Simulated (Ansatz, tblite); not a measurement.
# BMe2(OH) (C2H7BO): spin-state energies by level

Is the singlet the ground state of BMe2(OH) (C2H7BO)? Other spin states are computed and compared level by level.

The runs use Ansatz 0.2.0, Gaussian basis; as each input shows.

Plan: triplet, at the geometry of the singlet (GFN1-xTB, GFN2-xTB, PBE0-D4/def2-TZVP, PBE-D4/def2-TZVP, r2SCAN-D4/def2-TZVP); the singlet's energies come from earlier runs.

## 1. The geometry

The geometry is that of the singlet, from an earlier relaxation (PBE0-D4/def2-SVP).

11 atoms, charge 0, spin multiplicity 1.

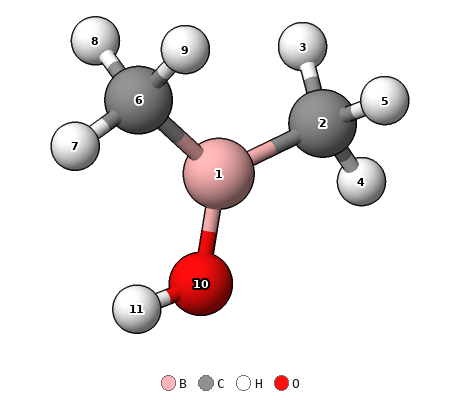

The geometry (boron pink, carbon grey, hydrogen white, oxygen red); atoms are numbered from 1 in the order of the file.

## 2. Triplet at the fixed geometry, GFN1-xTB

Tight binding, by tblite at 300 K electronic temperature and without a spin-polarisation term:

```python
tblite.interface.Calculator('GFN1-xTB', numbers, positions, charge=0, uhf=2).singlepoint()
```

Energy -379.0805 eV; 0.003 s.

## 3. Triplet at the fixed geometry, GFN2-xTB

Tight binding, by tblite at 300 K electronic temperature and without a spin-polarisation term:

```python
tblite.interface.Calculator('GFN2-xTB', numbers, positions, charge=0, uhf=2).singlepoint()
```

Energy -352.2306 eV; 0.002 s.

## 4. Triplet at the fixed geometry, PBE0-D4/def2-TZVP

File in.yaml:

```yaml
crystal:
  periodic: [false, false, false]
  atoms:
    - {symbol: B, position_ang: [-0.114737, -0.382583, 0.036282]}
    - {symbol: C, position_ang: [1.452075, -0.338501, -0.112805]}
    - {symbol: H, position_ang: [1.769018, 0.315728, -0.941121]}
    - {symbol: H, position_ang: [1.893839, -1.335358, -0.253389]}
    - {symbol: H, position_ang: [1.890855, 0.100271, 0.800933]}
    - {symbol: C, position_ang: [-0.989115, 0.935665, 0.016579]}
    - {symbol: H, position_ang: [-2.054495, 0.789094, 0.258847]}
    - {symbol: H, position_ang: [-0.935686, 1.394916, -0.986043]}
    - {symbol: H, position_ang: [-0.581234, 1.688825, 0.710716]}
    - {symbol: O, position_ang: [-0.687071, -1.608246, 0.184751]}
    - {symbol: H, position_ang: [-1.643459, -1.559821, 0.285251]}
basis:
  gaussian: {orbitals: def2-TZVP}
magnetization: {spin_polarized: true, initial_magnetization: 2}
hamiltonian: {xc: pbe0, dispersion: d4}
scf: {omitted_lower_state_checks: [starts]}
output: {orbitals: {seedname: orbitals}}
```

Run with:

```console
> ansatz run in.yaml --threads 4 --pin off --events-out ev --progress --plain --max-ram 3916MiB
```

Log:

```text
Functional definition: PBE0
  name "PBE0"
  cite "Adamo & Barone, J. Chem. Phys. 110, 6158 (1999) doi:10.1063/1.478522"
  cite "Perdew, Burke & Ernzerhof, Phys. Rev. Lett. 77, 3865 (1996) doi:10.1103/PhysRevLett.77.3865"
  parent pbe
  parameter a = 0.25
  parameter kappa = 0.804
  parameter beta = 0.06672455060314922
  exchange = (1 - a)*pbe_x(kappa = kappa, mu = beta*pi^2/3) + a*exact_x
  correlation = pbe_c(beta = beta)
these checks for a lower state are left out or cut short: starts
988 factors; their error is unknown
mean field evaluation 1: about -4893.8940 eV, gradient 4.5e1 eV
mean field evaluation 2: about -4885.3771 eV, gradient 5.8e1 eV
mean field evaluation 4: about -4902.8725 eV, gradient 2.8e0 eV
mean field evaluation 8: about -4902.9213 eV, gradient 7.8e-2 eV
mean field evaluation 16: about -4902.9145 eV, gradient 3.5e-3 eV
mean field -4902.91447997 eV, -180.1787838241 hartree, gradient 4.0e-5 eV, S^2 2.005071; 0 other end points of the search recorded, 0 dependent functions left out
reference -4902.91451465 eV, -180.1787850987 hartree; 17, 15 occupied and 149, 151 virtual orbitals, 988 factors
Total energy: -4903.04493977 eV, -180.1835781334 hartree
Checks for a lower state left out: starts
```

Wall time 2.2 s (4 threads of Arm Neoverse V2, shared host).

From the report: HOMO -1.77 eV, LUMO -6.03 eV (over both spins; with the spin held, an empty level of the minority spin lies below the top filled one); ⟨S²⟩ 2.005 (pure: 2.00).

## 5. Triplet at the fixed geometry, PBE-D4/def2-TZVP

start.molden holds the orbitals of an earlier run on this state, given as this run's starting guess.

in.yaml: that of step 4 with these lines changed.

```diff
@@ -15,5 +15,5 @@
 basis:
-  gaussian: {orbitals: def2-TZVP}
+  gaussian: {orbitals: def2-TZVP, initial_orbitals: start.molden}
 magnetization: {spin_polarized: true, initial_magnetization: 2}
-hamiltonian: {xc: pbe0, dispersion: d4}
+hamiltonian: {xc: pbe, dispersion: d4}
 scf: {omitted_lower_state_checks: [starts]}
```

Same command.

Log:

```text
Functional definition: PBE
  name "PBE"
  cite "Perdew, Burke & Ernzerhof, Phys. Rev. Lett. 77, 3865 (1996) doi:10.1103/PhysRevLett.77.3865"
  parent pbe
  parameter kappa = 0.804
  parameter beta = 0.06672455060314922
  exchange = pbe_x(kappa = kappa, mu = beta*pi^2/3)
  correlation = pbe_c(beta = beta)
these checks for a lower state are left out or cut short: starts
988 factors; their error is unknown
mean field evaluation 1: about -4902.5441 eV, gradient 5.7e0 eV
mean field evaluation 2: about -4902.6347 eV, gradient 1.1e-1 eV
mean field evaluation 4: about -4902.6061 eV, gradient 1.5e-3 eV
mean field evaluation 8: about -4902.6060 eV, gradient 6.2e-5 eV
mean field -4902.60604982 eV, -180.1674492251 hartree, gradient 1.1e-5 eV, S^2 2.003174; 0 other end points of the search recorded, 0 dependent functions left out
reference -4902.60609624 eV, -180.1674509309 hartree; 17, 15 occupied and 149, 151 virtual orbitals, 988 factors
Total energy: -4902.76257018 eV, -180.1732012422 hartree
Checks for a lower state left out: starts
```

Wall time 1.9 s (4 threads of Arm Neoverse V2, shared host).

HOMO -0.78 eV, LUMO -6.86 eV (over both spins; with the spin held, an empty level of the minority spin lies below the top filled one); ⟨S²⟩ 2.003 (pure: 2.00).

## 6. Triplet at the fixed geometry, r2SCAN-D4/def2-TZVP

in.yaml: that of step 5 with these lines changed.

```diff
@@ -17,3 +17,3 @@
 magnetization: {spin_polarized: true, initial_magnetization: 2}
-hamiltonian: {xc: pbe, dispersion: d4}
+hamiltonian: {xc: r2scan, dispersion: d4}
 scf: {omitted_lower_state_checks: [starts]}
```

The command is unchanged.

Log:

```text
Functional definition: r2SCAN
  name "r2SCAN"
  cite "Furness, Kaplan, Ning, Perdew & Sun, J. Phys. Chem. Lett. 11, 8208 (2020) doi:10.1021/acs.jpclett.0c02405"
  cite "Furness, Kaplan, Ning, Perdew & Sun, J. Phys. Chem. Lett. 11, 9248 (2020) doi:10.1021/acs.jpclett.0c03077"
  parent r2scan
  parameter k0 = 0.174
  parameter k1 = 0.065
  parameter a1 = 4.9479
  exchange = r2scan_x(k0 = k0, k1 = k1, a1 = a1)
  correlation = r2scan_c
these checks for a lower state are left out or cut short: starts
988 factors; their error is unknown
mean field evaluation 1: about -4906.1435 eV, gradient 3.2e0 eV
mean field evaluation 2: about -4906.1805 eV, gradient 4.5e-2 eV
mean field evaluation 4: about -4906.1562 eV, gradient 7.5e-4 eV
mean field evaluation 8: about -4906.1562 eV, gradient 2.5e-5 eV
mean field -4906.15620381 eV, -180.2979149777 hartree, gradient 5.2e-5 eV, S^2 2.007175; 0 other end points of the search recorded, 0 dependent functions left out
reference -4906.15621928 eV, -180.2979155464 hartree; 17, 15 occupied and 149, 151 virtual orbitals, 988 factors
Total energy: -4906.19570008 eV, -180.2993664390 hartree
Checks for a lower state left out: starts
```

Run time: 3.5 s. Hardware: 4 threads of Arm Neoverse V2, shared host.

HOMO -0.98 eV, LUMO -6.74 eV (over both spins; with the spin held, an empty level of the minority spin lies below the top filled one); ⟨S²⟩ 2.007 (pure: 2.00).

## 7. Triplet less singlet, vertical

The singlet's energies are those of its earlier runs, whose logs aren't repeated here.

| level | triplet less singlet, vertical (eV) | time |
| --- | --- | --- |
| GFN1-xTB | +6.837 | 0.008 s |
| GFN2-xTB | +6.463 | 0.004 s |
| PBE-D4/def2-TZVP | +6.279 | 2.7 s |
| r2SCAN-D4/def2-TZVP | +6.419 | 5.1 s |
| PBE0-D4/def2-TZVP | +6.639 | 3.5 s |

Times add the two runs; a level without a time comes out of a correlated run. Tight binding without a spin term can't rank spin states.

## 8. Results

```
                                                quantity                                   value
triplet less singlet, vertical, functionals in def2-TZVP  +6.279 (PBE-D4) to +6.639 eV (PBE0-D4)
```

What this shows: All functionals put the triplet above the singlet, over a spread of 0.360 eV. The checks for a lower triplet were left out, so another state of that spin may lie lower. These are electronic energies, without zero-point motion, entropy or surroundings.
